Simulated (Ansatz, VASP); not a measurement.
# Cross-check of Zn (Zinc) between VASP and Ansatz

One calculation is typed for both programs; each brings its own data sets and cutoff. How far apart do they land? The cell comes out of the VASP series on this material, whose earlier steps may have relaxed, scaled or displaced it; both programs get it as it stands.

Calculated with Ansatz 0.2.0; plane waves, with VASP 6.6.1 beside it; relaxation of cell and atoms at PBEsol.

## (1) The structure

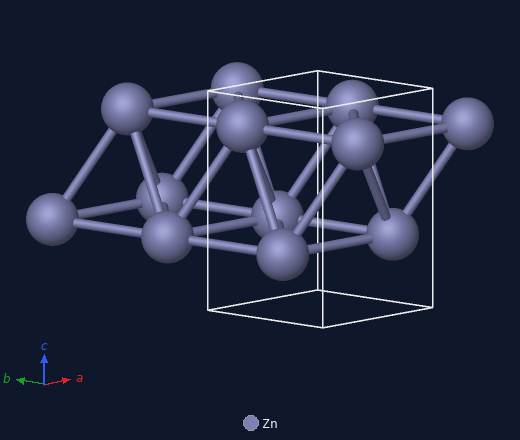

The starting structure, seen from a free direction (zinc blue). 2×3×1 cells are drawn.

## (2) Ansatz: relaxation of cell and atoms, PBEsol

Ansatz runs on its default PAW (the set named soft_2) files.

The relaxed volume is the usual yardstick between codes: its relative difference is about their pressure difference at one cell divided by the bulk modulus.

input.yaml

```yaml
crystal:
  lattice:
    - [2.6411672871, 0.0, 0.0]
    - [-1.3205836435, 2.2873179662, 0.0]
    - [0.0, 0.0, 4.6568041154]
  atoms:
    - { symbol: Zn, position: [0.6666666667, 0.3333333333, 0.75] }
    - { symbol: Zn, position: [0.3333333333, 0.6666666667, 0.25] }
hamiltonian:
  xc: pbesol
  pseudopotentials: { kind: paw }
kpoints:
  mp_grid: { grid: [20, 20, 10] }
scf:
  occupations: { method: methfessel_paxton, width: 0.15 }
relax:
  f_tol: 0.01
  max_steps: 60
  cell: { stress_tol: 0.05 }
output:
  forces: true
  stress: true
  write_density: true
  write_potential: true
  elf: true
  volumetric_format: npy
```

The run is started by

```sh
> ansatz run input.yaml --threads 4 --pin off --max-ram 9216MiB --backend cpu --events-out ev --progress --plain --runs-dir out
```

Numbers of over 12 decimals in the logs are rounded to 6 here.

Log:

```text
Engine: ansatz 0.2.0, aarch64-unknown-linux-gnu
Pseudopotentials: kind: paw
Pseudopotential: Zn, paw, valence charge 12, recommended cutoff 420 eV (normal), Zn.paw.azcp
Functional definition: PBEsol
  exchange = pbesol_x
  correlation = pbesol_c
Crystal: 2 atoms, lattice volume = 28.133 Å³
Basis set: ecut = 420 eV, 549 PW (Γ), exchange–correlation on 36×36×64 points (8 copies of the dense FFT grid, shifted against one another)
Bands: 16, of which v1, the nominal top of the filled ones, is band 12 counted from 1 (11 counted from 0)
Symmetry: 24 space group operations
Space group: P63/mmc (ITA 194), of the structure as read, at distance tolerance 3.0e-5 Å
k-points: 264 of 4000
Non-local potential: Zn, projectors of the file, l = 0: 2, l = 1: 2, l = 2: 3, l = 3: 1
PAW form: soft (Blöchl's): semilocal exchange-correlation on the pseudo side does not see the compensation charge
PAW frozen core: Zn, regenerated for the run's functional, and the local potential with it (the file was generated under x = pbe(κ = 0.804, μ = 0.219515), c = pbe(β = 0.066725))
PAW one-centre angular grid: Zn, 590 points (default); XC on 64 Gauss nodes
Initial density: superposition of atomic densities (neutral atoms: chi_scale 0, normalization atom), corrected by the library's trained network
Initial wavefunctions: pseudopotential atomic-orbital guess
Functional: x = pbesol(κ = 0.804, μ = 0.123457), c = pbesol(β = 0.046)
SCF iter   1: F=—  HF=-6561.810340 eV  |F-HF|=—  |Δ(HF+E_count)|=         —  Δρ=5.38e-3  dr2=4.60e-3  ethr=1.77e-3  ⟨swp⟩=4.9  Hψ=20076  notcnv=0
preconditioner: auto → none  [metal: Δε(μ)=0.037 eV  Ē_g=13.479 eV  σ=0.150 eV  W_gap=0.21  n_scr=2 (ndim 8)  ℏωp=34.3 eV  f_vac=0.000  D(μ)=0.39/eV (n_scr^D=2)  sad-step TF]
SCF iter   2: F=—  HF=-6561.809374 eV  |F-HF|=—  |Δ(HF+E_count)|=   9.66e-4  S|Δr|=    0.00e0  Δρ=8.67e-4  dr2=8.27e-5  ethr=1.92e-5  ⟨swp⟩=2.0  Hψ=9283  notcnv=0
SCF iter   3: F=—  HF=-6561.809071 eV  |F-HF|=—  |Δ(HF+E_count)|=   3.02e-4  S|Δr|=    0.00e0  Δρ=5.21e-4  dr2=5.54e-5  ethr=3.45e-7  ⟨swp⟩=2.1  Hψ=7489  notcnv=0
SCF iter   4: F=—  HF=-6561.809057 eV  |F-HF|=—  |Δ(HF+E_count)|=   1.48e-5  S|Δr|=    0.00e0  Δρ=9.14e-5  dr2=6.38e-7  ethr=2.31e-7  ⟨swp⟩=2.1  Hψ=6945  notcnv=0
SCF iter   5: F=-6561.809058 eV  HF=-6561.809058 eV  |F-HF|=1.15e-8  |Δ(HF+E_count)|=   1.51e-6  S|Δr|=    0.00e0  Δρ=1.52e-5  dr2=2.95e-8  ethr=4.17e-10  ⟨swp⟩=8.8  Hψ=33222  notcnv=0
SCF 1 converged in 5 iterations: F = -6561.809058 eV  dr2 = 2.95e-8
  Residual-converged pass: ⟨swp⟩=1.0  Hψ=5291  notcnv=0  max |occ|·‖R‖ = 7.0e-9 eV (tolerance 1.0e-8 eV)  dr2=2.95e-8  dr2_onsite=9.60e-9  max |Δocc| = 1.4e-10
  greatest PAW one-centre occupation: 0.980 electrons in one spin orbital (limit 2), on the Zn atom at site 1 (counted from 0), in its partial waves of l = 2
relax step   1: F+E_penalty+E_count = -6561.80905817 eV  Δ(F+E_penalty+E_count) = +0.000e0 eV  max|allowed force component| = 1.480e-16 eV/Å  Δτ_max = 0.0000 Å  P = -0.438 GPa  Ω = 28.133 Å³  (5 SCF iters, dr2 threshold 1.00e-7 eV, accepted)
[...]
relax step   2: F+E_penalty+E_count = -6561.80927376 eV  Δ(F+E_penalty+E_count) = -2.156e-4 eV  max|allowed force component| = 1.480e-16 eV/Å  Δτ_max = 0.0000 Å  P = -0.142 GPa  Ω = 28.045 Å³  energy of the carried Pulay correction = +5.089e-5 eV  (4 SCF iters, dr2 threshold 2.00e-7 eV, accepted)
[...]
relax step   3: F+E_penalty+E_count = -6561.80931937 eV  Δ(F+E_penalty+E_count) = -4.561e-5 eV  max|allowed force component| = 2.313e-16 eV/Å  Δτ_max = 0.0000 Å  P = +0.004 GPa  Ω = 28.004 Å³  energy of the carried Pulay correction = +7.339e-5 eV  (4 SCF iters, dr2 threshold 8.48e-8 eV, accepted)
[...]
relax step   4: F+E_penalty+E_count = -6561.80924750 eV  Δ(F+E_penalty+E_count) = +7.186e-5 eV  max|allowed force component| = 1.758e-16 eV/Å  Δτ_max = 0.0000 Å  P = +0.003 GPa  Ω = 28.004 Å³  stress off target by 3.11e-2 GPa  SCF on the basis re-selected at this cell (its energy is not comparable with the rows above)  (4 SCF iters)
basis re-selected at this cell: Δ(F+E_penalty+E_count) = +7.186e-5 eV, ΔP = -0.001 GPa vs the last step (what re-selecting the basis moved, of the pressure what is left beyond the Pulay correction that the steps carried, after the strain that the cell walked since its last selection, with what the two solves' SCF thresholds leave and, on support functions, any second-order correction that the steps lacked; it is no m [...]
SCF converged after 4 iterations
Stability not checked: this state was not tested for a lower state beside it, because cold or Methfessel-Paxton smearing, or corrected tetrahedra, fill the levels in a way that the test cannot read (fill_not_monotonic; see scf.lower_state_search)
Free energy (F): -6561.809248 eV
Harris-Foulkes:  -6561.809248 eV  (|F-HF|=2.09e-11)
Internal energy: -6561.809211 eV  (E = F + TS)
E sigma→0 (E₀):  -6561.809238 eV
Entropy (-TS):   -0.000037 eV (-0.018 meV/atom)
Fermi energy:    12.191418 eV
--- Per-component energies (eV) ---
  E_band       = 119.796055
  E_kinetic    = 263.759610
  E_local      = -2959.653207  (includes V_loc(G=0)·N_el)
  E_nonlocal   = 1222.671688
  E_hartree    = 1240.524907
  E_xc         = -273.680922
  E_vxc        = -107.978689  (∫ρ·V_xc dr)
  E_paw        = -3574.546529  (= ΣΔE_a)
  E_vpaw       = -780.052245  (= ΣTr[D̂ρ^β])
  E_aug_tail   = -0.000772  (compensation charges beyond the density's cutoff)
  E_ewald      = -2482.478694
  E_core_change = 1.594710  (= ΣΔE_core)
  E_smearing   = -0.000037  (= −TS)
  E_closure    = -0.000000  (closes the sum)
  Σ components = -6561.809248   (vs F -6561.809248, Δ=0.00e0)
--- Forces (eV/Å), atoms counted from 1 ---
  atom   1  Zn     0.00000000    -0.00000000    -0.00000000
  atom   2  Zn    -0.00000000     0.00000000     0.00000000
  max |Σ_I F_I| component: 1.85e-17 eV/Å
--- Stress (GPa, compression-positive) ---
       -0.010751       0.000000       0.000000
       -0.000000      -0.010751      -0.000000
        0.000000      -0.000000       0.031067
  P = ⅓ Tr σ = 0.0032 GPa (0.032 kbar)
--- Band table (eV; the first three rows and the last of 264) ---
  k-point 0: bands = [... 8 lower, 4.6986, 5.0078, 5.0078, 8.3486, 9.8318, 28.2616, 29.4876, 29.4876]
  k-point 1: bands = [... 8 lower, 4.7110, 5.0035, 5.0035, 7.5356, 10.7927, 26.9051, 29.5585, 29.5585]
  k-point 2: bands = [... 8 lower, 4.7446, 4.9901, 4.9901, 6.4110, 12.3693, 24.6796, 29.7680, 29.7680]
  k-point 263: bands = [... 8 lower, 5.0210, 5.0210, 12.5462, 12.5462, 13.6979, 13.6979, 14.8679, 14.8679]
--- Relaxed structure (3 steps of the walk, 3 accepted, 1 SCFs on fresh bases) ---
  F+E_penalty+E_count = -6561.80924750 eV   max|allowed force component| = 1.758e-16 eV/Å   (the final SCF, on the basis selected at the relaxed cell)
  cell:  # Å, volume = 28.0044 Å³
    - [2.636402, -2.8815424383233067e-11, 0]
    - [-1.318201, 2.283191, 0]
    - [0, 0, 4.652356]
  atoms:
    - { symbol: Zn, position: [0.666667, 0.333333, 0.750000] }
    - { symbol: Zn, position: [0.333333, 0.666667, 0.25] }
```

Elapsed: 11 s, on 4 threads of Arm Neoverse N1, shared host; peak memory 0.4 GiB.

## (3) VASP: relaxation of cell and atoms, PBEsol

The same cell, functional, mesh and smearing now go to VASP, with its own data sets and cutoff.

Lines of VASP's logs that name or quote its potential files are left out, and so is its time.

INCAR

```
SYSTEM = Zn
PREC = Accurate
ENCUT = 520
EDIFF = 1E-07
NELM = 100
ISMEAR = 1
SIGMA = 0.15
LREAL = .FALSE.
ALGO = Normal
GGA = PS
NBANDS = 18
LORBIT = 11
LWAVE = .FALSE.
LCHARG = .FALSE.
KPAR = 4
IBRION = 2
NSW = 50
ISIF = 3
EDIFFG = -0.005
LASPH = .TRUE.
```

POSCAR

```
Zn
1.0
    2.6411672871      0.0000000000      0.0000000000
   -1.3205836435      2.2873179662      0.0000000000
    0.0000000000      0.0000000000      4.6568041154
Zn
2
Direct
    0.6666666667      0.3333333333      0.7500000000
    0.3333333333      0.6666666667      0.2500000000
```

KPOINTS

```
Automatic mesh
0
Gamma
20 20 10
0 0 0
```

The projector-augmented-wave data sets are Zn (PBE family, release 64).

The run is started by

```sh
> mpirun -np 4 vasp_std
```

Log:

```text
[banner, memory and clock lines left out]
running    4 mpi-ranks, on    1 nodes
 distrk:  each k-point on    1 cores,    4 groups
 distr:  one band on    1 cores,    1 groups

 POSCAR found type information on POSCAR Zn
 POSCAR found :  1 types and       2 ions
|                                                                             |
|               ----> ADVICE to this user running VASP <----                  |
|                                                                             |
|     You enforced a specific xc type in the INCAR file but a different       |
|     [... a line on the potential file left out ...]
|     I HOPE YOU KNOW WHAT YOU ARE DOING!                                     |
|                                                                             |

 LDA part: xc-table for (Slater+PW92), standard interpolation
 POSCAR, INCAR and KPOINTS ok, starting setup
 FFT: planning ... GRIDC
 FFT: planning ... GRID_SOFT
 FFT: planning ... GRID
 WAVECAR not read
 entering main loop
       N       E                     dE             d eps       ncg     rms          rms(c)
DAV:   1     0.105974681871E+03    0.10597E+03   -0.12506E+04  9888   0.215E+03
DAV:   2     0.599934973494E+00   -0.10537E+03   -0.10265E+03  9558   0.298E+02
DAV:   3    -0.348557053576E+01   -0.40855E+01   -0.40693E+01 10672   0.672E+01
DAV:   4    -0.350617718478E+01   -0.20607E-01   -0.20601E-01 10542   0.482E+00
DAV:   5    -0.350620231544E+01   -0.25131E-04   -0.25130E-04 10240   0.150E-01    0.486E+00
DAV:   6    -0.319204104078E+01    0.31416E+00   -0.13189E+00 10240   0.254E+01    0.346E+00
DAV:   7    -0.317647624849E+01    0.15565E-01   -0.46882E-02 12152   0.388E+00    0.180E+00
DAV:   8    -0.316884500550E+01    0.76312E-02   -0.20010E-03 12836   0.677E-01    0.552E-02
DAV:   9    -0.316879829628E+01    0.46709E-04   -0.21813E-04 13158   0.212E-01    0.325E-02
DAV:  10    -0.316880298792E+01   -0.46916E-05   -0.21957E-05  9840   0.415E-02    0.323E-03
DAV:  11    -0.316880283363E+01    0.15429E-06   -0.54641E-07 10416   0.121E-02    0.214E-03
DAV:  12    -0.316880254765E+01    0.28598E-06   -0.22921E-08  5226   0.329E-03    0.433E-04
DAV:  13    -0.316880256052E+01   -0.12872E-07   -0.66298E-09  5046   0.878E-04
   1 F= -.31688026E+01 E0= -.31687780E+01  d E =-.316880E+01
 curvature:   0.00 expect dE= 0.000E+00 dE for cont linesearch  0.000E+00
 trial: gam= 0.00000 g(F)=  0.211E-44 g(S)=  0.639E-05 ort = 0.000E+00 (trialstep = 0.100E+01)
 search vector abs. value=  0.639E-05
 bond charge predicted
       N       E                     dE             d eps       ncg     rms          rms(c)
DAV:   1    -0.316889967515E+01   -0.97128E-04   -0.10783E-03 10358   0.551E-01    0.672E-02
DAV:   2    -0.316882202786E+01    0.77647E-04   -0.26129E-04 10262   0.343E-01    0.254E-02
DAV:   3    -0.316881108285E+01    0.10945E-04   -0.65302E-06 10886   0.426E-02    0.136E-02
DAV:   4    -0.316880698968E+01    0.40932E-05   -0.24128E-06 13918   0.278E-02    0.122E-03
DAV:   5    -0.316880708627E+01   -0.96589E-07   -0.40787E-07  9378   0.687E-03
   2 F= -.31688071E+01 E0= -.31687872E+01  d E =-.452575E-05
 trial-energy change:   -0.000005  1 .order   -0.000004   -0.000006   -0.000001
 step:   1.1126(harm=  1.2211)  dis= 0.00000  next Energy=    -3.168807 (dE=-0.459E-05)
 reached required accuracy - stopping structural energy minimisation
```

OUTCAR, selected parts (step 3):

```text
ion  position               nearest neighbor table
   1  0.667  0.333  0.750-   2 2.78   2 2.78   2 2.78   2 2.78   2 2.78   2 2.78
   2  0.333  0.667  0.250-   1 2.78   1 2.78   1 2.78   1 2.78   1 2.78   1 2.78

  LATTYP: Found a hexagonal cell.
 ALAT       =     2.6411672871
 C/A-ratio  =     1.7631613636

 Subroutine GETGRP returns: Found 24 space group operations
 (whereof 12 operations were pure point group operations)

The static configuration has the point symmetry D_3d.
 The point group associated with its full space group is D_6h.

 Found    264 irreducible k-points:

   k-points           NKPTS =    264   k-points in BZ     NKDIM =    264   number of bands    NBANDS=     18

   dimension x,y,z NGX =    20 NGY =   20 NGZ =   36
   dimension x,y,z NGXF=    40 NGYF=   40 NGZF=   72

   ENCUT  =  520.0 eV  38.22 Ry    6.18 a.u.   4.91  4.91  8.66*2*pi/ulx,y,z

   NELECT =      24.0000    total number of electrons

 k-points in reciprocal lattice and weights: Automatic mesh
   0.00000000  0.00000000  0.00000000       0.000
   0.05000000 -0.00000000  0.00000000       0.002
   0.10000000  0.00000000  0.00000000       0.002
   0.15000000  0.00000000  0.00000000       0.002
   0.20000000  0.00000000  0.00000000       0.002
   0.25000000  0.00000000  0.00000000       0.002
   0.30000000  0.00000000  0.00000000       0.002
   0.35000000  0.00000000  0.00000000       0.002
   0.40000000  0.00000000  0.00000000       0.002
[...]
0.30000000  0.30000000  0.50000000       0.002
   0.35000000  0.30000000  0.50000000       0.002

 average (electrostatic) potential at core
       1 -36.3359       2 -36.3359

 E-fermi :   3.5427

 k-point     1 :       0.0000    0.0000    0.0000
  band No.  band energies     occupation
    ...
      9      -3.9656      2.00000
     10      -3.6595      2.00000
     11      -3.6595      2.00000
     12      -0.2714      2.00000
     13       1.1703      2.00000
     14      19.7177      0.00000
     15      20.8553      0.00000
     16      20.8553      0.00000
     17      22.3272      0.00000
     18      22.6289      0.00000

 k-point     2 :       0.0500   -0.0000    0.0000
  band No.  band energies     occupation
    ...
      9      -3.9741      2.00000
     10      -3.7108      2.00000
     11      -3.6575      2.00000
     12      -0.1410      2.00000
     13       1.2086      2.00000
     14      19.3629      0.00000
     15      19.7986      0.00000
     16      20.0640      0.00000
     17      21.4562      0.00000
     18      23.4090      0.00000

 k-point     3 :       0.1000    0.0000    0.0000
  band No.  band energies     occupation
    ...
      9      -3.9979      2.00000
     10      -3.8315      2.00000
     11      -3.6523      2.00000
     12       0.2263      2.00000
     13       1.3276      2.00000
     14      16.9745      0.00000
     15      18.8442      0.00000
     16      20.0264      0.00000
     17      20.7415      0.00000
     18      22.8389      0.00000

  Total       -0.0071303     -0.0071303      0.0041997     -0.0000000      0.0000000      0.0000000
  in kB       -0.4058895     -0.4058895      0.2390691     -0.0000000      0.0000000      0.0000000
  external PRESSURE =      -0.1909033 kB  Pullay stress =       0.0000000 kB

  energy-cutoff  :      520.00
  volume of cell :       28.15
      direct lattice vectors                 reciprocal lattice vectors
     2.641256130  0.000000000  0.000000000     0.378607735  0.218589278 -0.000000000
    -1.320628065  2.287394906 -0.000000000    -0.000000000  0.437178555 -0.000000000
     0.000000000  0.000000000  4.658618332    -0.000000000  0.000000000  0.214655919

 POSITION                                       TOTAL-FORCE (eV/Angst)
 -----------------------------------------------------------------------------------
      1.32063      0.76246      3.49396        -0.000000      0.000000     -0.000000
     -0.00000      1.52493      1.16465         0.000000     -0.000000      0.000000
 -----------------------------------------------------------------------------------
    total drift:                               -0.000000      0.000000     -0.000000

  FREE ENERGIE OF THE ION-ELECTRON SYSTEM (eV)
  ---------------------------------------------------
  free  energy   TOTEN  =        -3.1688070863 eV

  energy  without entropy=       -3.1687473668  energy(sigma->0) =       -3.16878718

 reached required accuracy - stopping structural energy minimisation

 total charge
# of ion       s       p       d       tot
------------------------------------------
    1        0.595   0.500   9.725  10.821
    2        0.595   0.500   9.725  10.821
--------------------------------------------------
tot          1.191   1.001  19.450  21.641

[... 3 further parts left out ...]
```

## (4) Differences

Known differences besides the PAW data sets themselves: both relaxations stop at a tolerance, which leaves soft axes loose, and VASP keeps its plane-wave basis; the cutoff is 420 eV in Ansatz and 520 eV in VASP; Ansatz makes its cores anew for this functional, VASP keeps those of its PBE data sets; Ansatz adds a Pulay correction to the stress that steers its cell, VASP none. Total energies have different zeros and are not compared.

Both answers:

| quantity | Ansatz | VASP | difference |
| --- | --- | --- | --- |
| volume (Å³) | 28.00 | 28.15 | -0.50 % |
| edge a after relaxation, in the typed setting (Å) | 2.636 | 2.641 | -0.19 % |
| edge c after relaxation, in the typed setting (Å) | 4.652 | 4.659 | -0.13 % |

The walks stopped with 0.00 GPa left in Ansatz and -0.02 GPa in VASP; each walk ends within a tolerance, so the volume difference is uncertain by about these residues over the bulk modulus, most in soft cells.

## (5) Results

- difference in volume (relaxation of cell and atoms, PBEsol): -0.50 %

**Reading.** The difference in volume is -0.50 % (relaxation of cell and atoms, PBEsol), within the 1.2 % picked in this series as the mark of a large difference, as far as the stopping tolerances let one tell. How closely two codes agree says nothing of how well the functional describes the real material.

[Lines on the potential files, build, host, timing and source positions are cut from VASP's logs without a mark.]

[Logs are printed without paths, hosts, clocks, repeated set-up lines and the standing remarks that a program may print on its own settings, such as how far it seeks lower states.]

[Hosts, paths, dates, database ids (printed as entryN), source tags and the programs' standing remarks are cut or masked in the printed files.]
